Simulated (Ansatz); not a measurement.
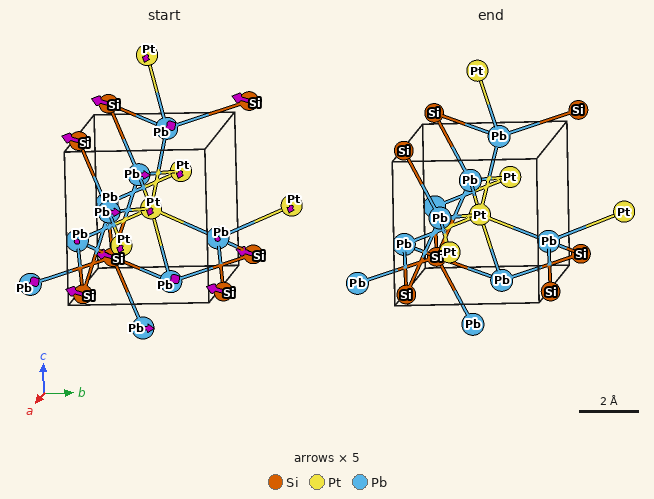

The structure of solid SiPtPb3 (built on the cubic perovskite type) before (left) and after (right) a relaxation, at one scale. The purple arrows give the displacements (the part carried along by the change of the cell is left out), 5 times their true length.

Style: ball-and-stick. Shown: the cell of the calculation, slightly off an axis.

Case: the structure that the rattled cubic perovskite type (Pm-3m, No. 221) fell into.

These are results of Ansatz, DFT PBE, scalar-relativistic, plane waves, PAW, not measurements. (plane-wave cutoff 420 eV; k-point mesh 8 × 8 × 8; occupations gaussian; smearing width 0.1 eV; no spin polarisation; cell and atoms relaxed; force threshold 0.01 eV/Å; at most 80 steps)

**Describe what moved and what it gained.**

The run was cut off at its time limit before the relaxation converged, so the last structure is only a point on the way. After 3 geometry steps the energy has fallen by 9.6 meV per atom. Largest force component: 0.086 eV/Å at the start, 0.099 eV/Å at the end. Pressure: 0.01 GPa at the start and −0.54 GPa at the end. The atom that moves furthest relative to the cell is the Si atom (0.15 Å along [2 −2 1]). Largest moves by element: Si 0.15 Å, Pb 0.12 Å, Pt 0.06 Å. Cell: a 5.137 → 5.331 Å (+3.8 %), b 5.190 → 5.342 Å (+2.9 %), c 5.643 → 5.344 Å (−5.3 %), α 82.3° → 81.2°, β 82.8° → 81.3°, γ 80.1° → 79.6°. Volume +0.4 %. Among the contacts that change: Pb–Pt 3.030 → 2.883 Å, Pb–Si 3.128 → 3.003 Å, Pb–Si 2.967 → 2.860 Å, Pb–Si 2.922 → 3.025 Å. Among the angles between lasting bonds that change: Si–Pb–Si 141.9° → 131.3°, Pb–Si–Pb 141.9° → 131.3°, Pb–Si–Pb 122.4° → 130.1°. The space group stays P1 (No. 1).
